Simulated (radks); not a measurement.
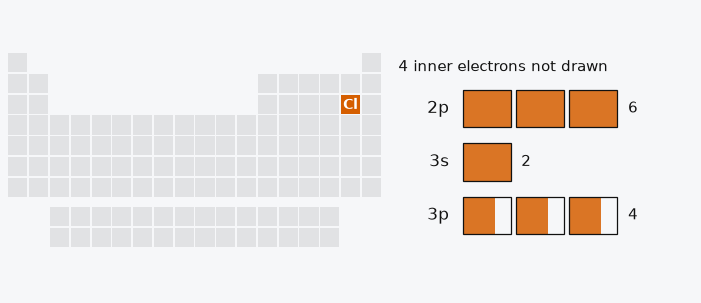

Figure 1. Left, the place of chlorine in the periodic table; right, the outer shells as the input fills them: a box for each of the 2l + 1 orbitals, shaded by the share of the shell that is filled, with the electron count at the right.

# Atomic calculation, with input and output: Cl⁺

- system: Cl⁺ (Z = 17, 16 electrons) in the configuration [Ne] 3s2 3p4 (high spin).
- method: non-relativistic Kohn-Sham, PBEsol, spin-polarised, spherical densities, point nucleus (the in-house radial solver radks)

## Input file
```
Z 17
configuration [Ne] 3s2 3p4
relativity non-relativistic
functional pbe_sol,pbe_sol
spin polarised
nucleus point
```

Energies in input and log are in hartree, lengths in bohr.

Hardware: 1 CPU thread, shared host.

## The program's output
```
1s      1   1.0000        -101.02809558
2s      1   1.0000          -9.67605309
2p      1   3.0000          -7.50714193
3s      1   1.0000          -1.20346100
3p      1   3.0000          -0.74406252
1s      2   1.0000        -101.01454621
2s      2   1.0000          -9.66306624
2p      2   3.0000          -7.48919380
3s      2   1.0000          -1.12193455
3p      2   1.0000          -0.66793498
Etot -458.8040994845259
Ekin 458.1974352697385
Encl -1085.5072315571847
Eh 195.44634797105553
Exc -26.940651168135183
err 2.50423660147483e-09
it 13
```

## Slater integrals of the outer shells (hartree)

| integral | value |
| --- | --- |
| F0(3p,3p) | 0.5346 |
| F2(3p,3p) | 0.2690 |
| F0(3p,3s) | 0.5665 |
| G1(3p,3s) | 0.3750 |
| F0(3p,2p) | 0.7304 |
| F2(3p,2p) | 0.1235 |
| G0(3p,2p) | 0.0490 |
| G2(3p,2p) | 0.0491 |
| F0(3s,3s) | 0.6045 |
| F0(3s,2p) | 0.8051 |
| G1(3s,2p) | 0.0599 |
| F0(2p,2p) | 2.2492 |
| F2(2p,2p) | 1.0439 |

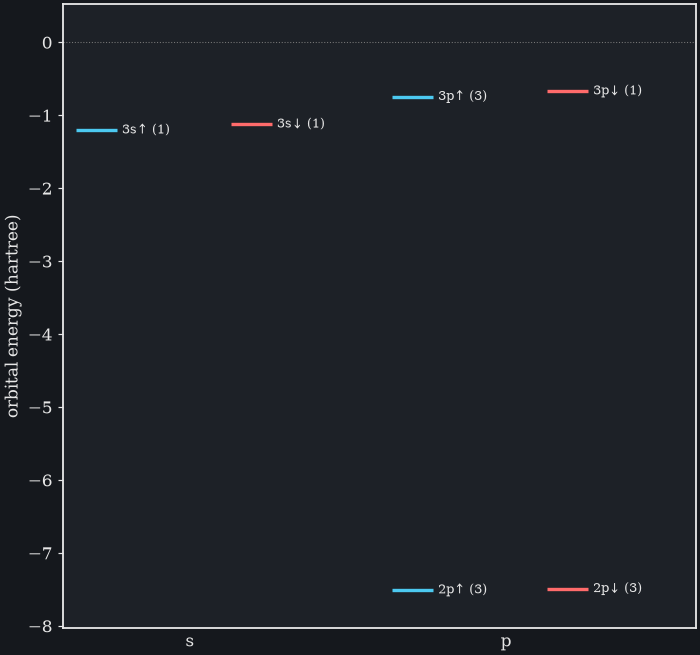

Figure 2. The outer levels are drawn by angular momentum (occupations in brackets, up spins at the left of each column and down spins at the right). The highest occupied level is 3p down at −0.668 hartree. From the top down the occupied levels run 3p down (−0.668 hartree), 3p up (−0.744 hartree), 3s down (−1.12 hartree), 3s up (−1.20 hartree), 2p down (−7.49 hartree), 2p up (−7.51 hartree). The largest exchange splitting (down less up) among the shells drawn in both spins is that of 3s, 0.0815 hartree. The measured ionisation energy (NIST) is 23.8 eV; minus the highest level, 18.2 eV, lies 24 % below it, as is usual for a semilocal functional, whose potential decays too fast.

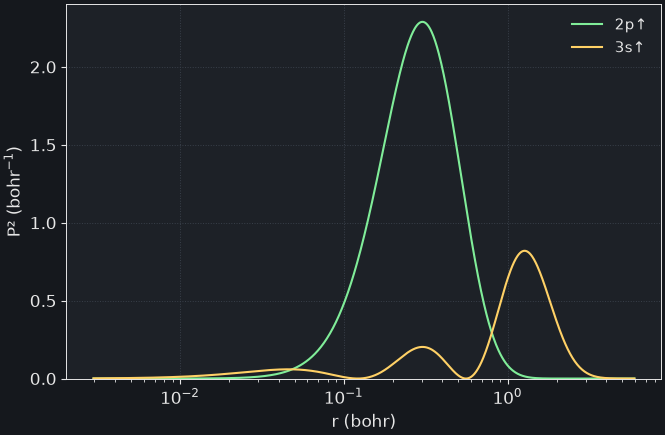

Figure 3. The radial probability densities P² of 3s up and 2p up. 2p up: outer maximum at 0.302 bohr, ⟨r⟩ = 0.408 bohr, 0 nodes, eigenvalue −204.3 eV; 3s up: outer maximum at 1.27 bohr, ⟨r⟩ = 1.49 bohr, 2 nodes, eigenvalue −32.7 eV.

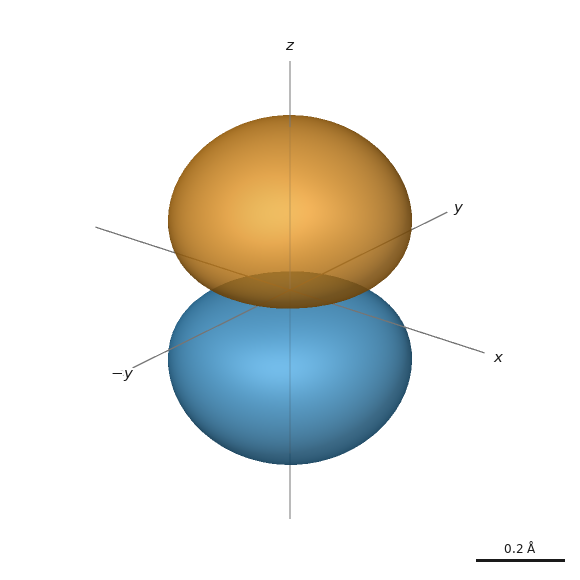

Figure 4. One occupied orbital of down spin is shown. The surface of constant |ψ| that holds about 90 % of the electron is drawn, orange where ψ is positive and blue where it is negative. The radial function comes from the spherical calculation and is multiplied by a real spherical harmonic; the overall sign is chosen so that the largest lobe of P(r) is positive. It is 2p(z) of down spin. It has the nodal plane xy and no radial node. The maximum of P² lies at 0.302 bohr, ⟨r⟩ = 0.408 bohr, 90 % of the charge lies within 0.676 bohr, and the eigenvalue is −203.8 eV, with 3 electrons in the shell for this spin.

## Summary

- outcome: converged
- total energy: −458.804099 hartree
- kinetic energy: 458.197435 hartree
- electron–nucleus energy: −1085.5072 hartree
- Hartree energy: 195.446348 hartree
- exchange–correlation energy: −26.940651 hartree
- radius at density 0.001 e/bohr³: 3.56 bohr
- SCF iterations: 13
